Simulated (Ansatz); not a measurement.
## Electronic structure of FH$_{3}$In$_{2}$Si in real space

Input file:

```
crystal:
  periodic: [false, false, false]
  atoms:
    - {symbol: F, position_ang: [0.528175, 0.495030, 3.491703]}
    - {symbol: In, position_ang: [-1.117609, 1.983648, 3.180722]}
    - {symbol: In, position_ang: [1.896919, -0.667450, 2.298346]}
    - {symbol: Si, position_ang: [-0.062718, 1.169232, 0.612279]}
    - {symbol: H, position_ang: [1.440081, 1.333621, 0.911900]}
    - {symbol: H, position_ang: [-0.059529, 1.243201, -0.898059]}
    - {symbol: H, position_ang: [-0.070645, -0.357011, 0.825945]}
basis:
  gaussian:
    orbitals: def2-TZVPD
hamiltonian:
  xc: pbe0
output:
  forces: true
  orbitals: {seedname: orbitals}
```

Run with:

```sh
ansatz run input.yaml --threads 1 --pin off --max-ram 2610MiB --events-out events.jsonl --progress --plain --runs-dir runs
```

Geometry: r2SCAN-D4/def2-SVP; core potentials replace the inner electrons of In.

Level of theory: isolated molecule in a Gaussian basis; Kohn-Sham density functional theory, functional PBE0 (Ansatz).

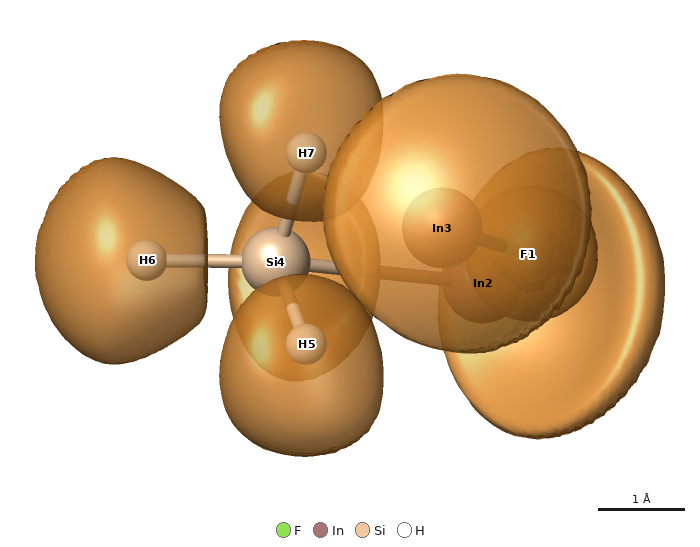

Figure 1. Isosurface of the electron localisation function at 0.75 (orange), seen from one side. Core shells and regions of very low density are left out.

Q: Identify the bonds, lone pairs and shells in this picture.

A: At this value the surface marks out three regions around hydrogen nuclei, two lobes on In, pointing away from the bonds (lone pairs), one region wrapped around F (its valence shell) and one region wrapped around Si (its valence shell). Along the contacts the grid gives the following. In–F (2.16 Å): the ELF is about 0.10 at the midpoint. In–Si (2.89 Å): the ELF peaks at about 0.95 in the valence shell of Si, 1.1 Å from its nucleus, and drops to about 0.20 between the two atoms.

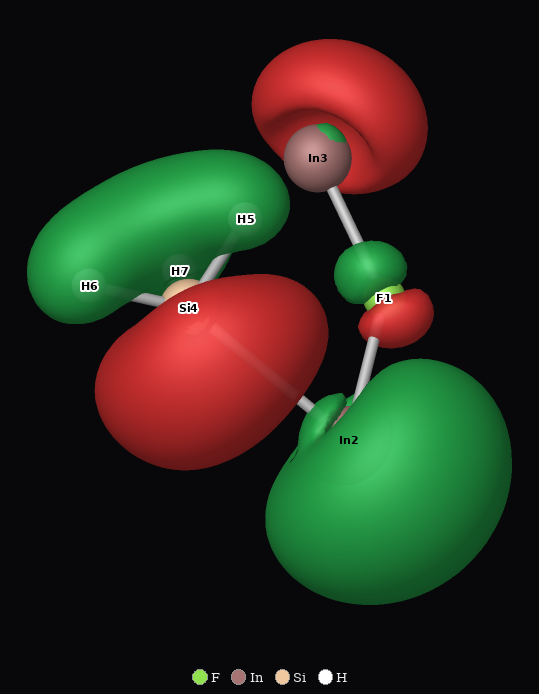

Figure 2. The HOMO at ±0.06 Å⁻³ᐟ² (green and red are the two phases), seen at a tilt.

Q: Where does this orbital lie, and at what energy?

A: It lies mainly on In2 (about 40 %), Si4 (about 40 %) and In3 (about 10 %). Its energy is −5.39 eV.

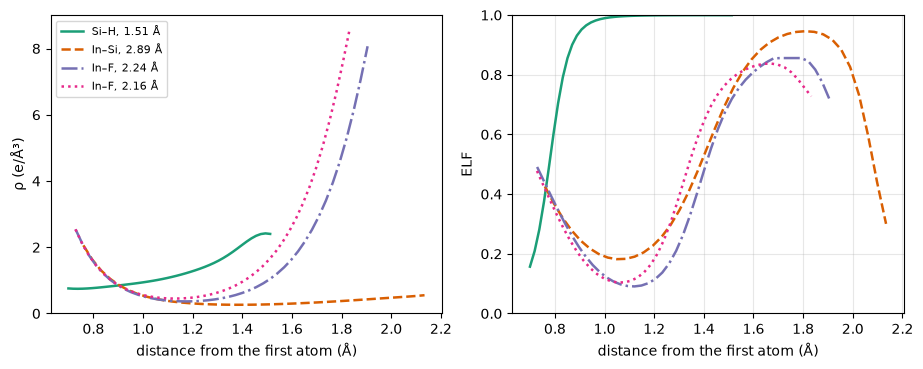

Figure 3. Electron density and ELF along straight lines between neighbouring atoms. The curves leave out the atomic cores.

Q: What can be read from the curves?

A: Si–H (1.51 Å): ρ is about 0.75 e/Å³ halfway; the ELF climbs to about 1 towards the hydrogen, as it does in any bond to H.
In–Si (2.89 Å): ρ is about 0.27 e/Å³ halfway; the ELF peaks at about 0.95 in the valence shell of Si, 1.1 Å from its nucleus, and drops to about 0.20 between the two atoms.
In–F (2.24 Å): ρ is about 0.38 e/Å³ halfway; the ELF is about 0.10 at the midpoint.
In–F (2.16 Å): ρ is about 0.47 e/Å³ halfway; the ELF is about 0.10 at the midpoint.
